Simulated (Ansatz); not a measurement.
The calculation's input:

```
crystal:
  periodic: [false, false, false]
  atoms:
    - { symbol: Ta, position_ang: [-0.443719, -0.526033, -0.24479] }
    - { symbol: F, position_ang: [2.534494, 0.411488, -0.286642] }
    - { symbol: F, position_ang: [0.102885, -1.103355, 1.456148] }
    - { symbol: F, position_ang: [-0.337351, 0.00713, -2.042204] }
    - { symbol: F, position_ang: [-0.363159, 1.25496, 0.30764] }
    - { symbol: Cl, position_ang: [-2.591513, -1.282701, -0.211951] }
    - { symbol: "N", position_ang: [0.896783, -2.001967, -0.884633] }
    - { symbol: H, position_ang: [1.286104, -2.706052, -0.2634] }
    - { symbol: H, position_ang: [1.090314, -2.18643, -1.865315] }
    - { symbol: H, position_ang: [2.518661, -0.471039, -0.568954] }
basis:
  gaussian: { orbitals: def2-SVP }
hamiltonian:
  xc: pbe0
relax:
  f_tol: 0.03
  max_steps: 50
output:
  orbitals: {}
```

Run with:

```sh
ansatz run input.yaml --threads 4 --pin off --max-ram 5120MiB --backend cpu --events-out ev --progress --plain --runs-dir out
```

The fields are those of the run's last geometry, not of the input's.

Core potentials replace the inner electrons of Ta.

All numbers below come from RKS PBE0/def2-SVP (Ansatz).

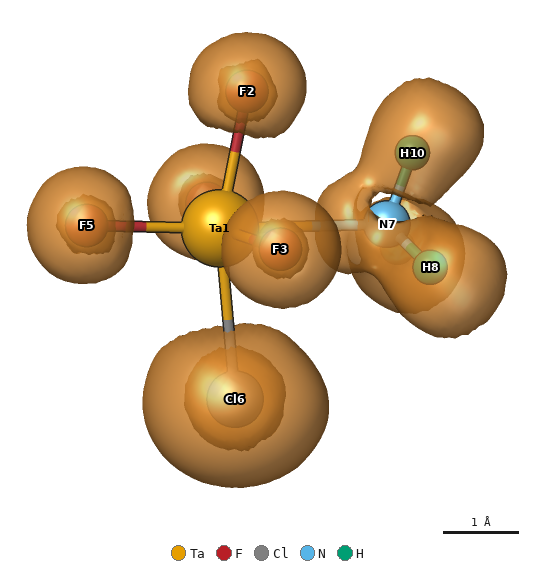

ClF4H3NTa. Isosurface of the ELF at 0.75 (orange), seen at a tilt. Core shells and regions of very low density are left out.

Question: Identify the bonds, lone pairs and shells in this picture.

Answer: The ELF exceeds this value in one region wrapped around Cl (its valence shell), four regions wrapped around F (the valence shell of each) and one joined region spread over several atoms (H, N), in which their bonds and any lone pairs are merged. Profiles from the grid: Ta–F (1.86 Å): the ELF peaks at about 0.85 in the valence shell of F, 0.5 Å from its nucleus, and drops to about 0.20 between the two atoms. Ta–N (2.33 Å): the ELF peaks at about 0.95 in the valence shell of N, 0.7 Å from its nucleus, and is about 0.25 at the midpoint.
